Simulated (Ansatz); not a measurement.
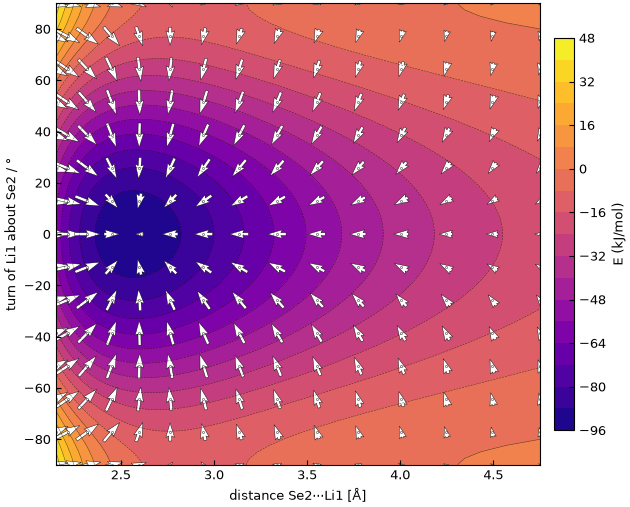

Energy landscape of H₂LiSe, charge +1. The turn is about an axis along (−0.94, −0.04, −0.35) in the frame of the relaxed pair, normal to the line between the partners. The first coordinate is: distance Se2···Li1; the second: turn of Li1 about Se2. The grid has 15 × 15 points; 120 points were computed and 105 follow by symmetry. Points are written as (first, second). All energies are given in kJ/mol relative to the ion and the molecule far apart, frozen as in the relaxed pair, each in its own basis (no counterpoise correction). These are results of RHF-MP2, frozen core/def2-TZVPD in Ansatz 0.2.0, not measurements.

Drawn: filled contours, dots at the grid points, arrows along the force (downhill), their lengths compressed. Between grid points the surface is interpolated. 

Summarise what can be read from the map.

Answer. The lowest grid point is at (2.600 Å, 0.0°), −94 kJ/mol from the ion and the molecule far apart, frozen as in the relaxed pair, each in its own basis (no counterpoise correction). No other kind of well shows on this grid. The highest grid point, (2.150 Å, −90.0°), lies 139 kJ/mol above the lowest. Round the minimum the two coordinates are nearly uncoupled.

The input of one point:

```yaml
crystal:
  periodic: [false, false, false]
  atoms:
    - { symbol: Li, position_ang: [0.238569, -0.093908, -2.086698] }
    - { symbol: Se, position_ang: [-0.663335, 0.001264, 0.350003] }
    - { symbol: H, position_ang: [0.24387, -1.005513, 0.899578] }
    - { symbol: H, position_ang: [0.194912, 1.096779, 0.799351] }
total_charge: 1
basis:
  gaussian: { orbitals: def2-TZVPD }
hamiltonian:
  xc: hf
output:
  forces: true
correlation:
  method: mp2
```

Time for the 120 points that were run: 110 s on 1 thread of AMD EPYC 9R45 96-Core Processor (Zen 5), with other jobs on the host.
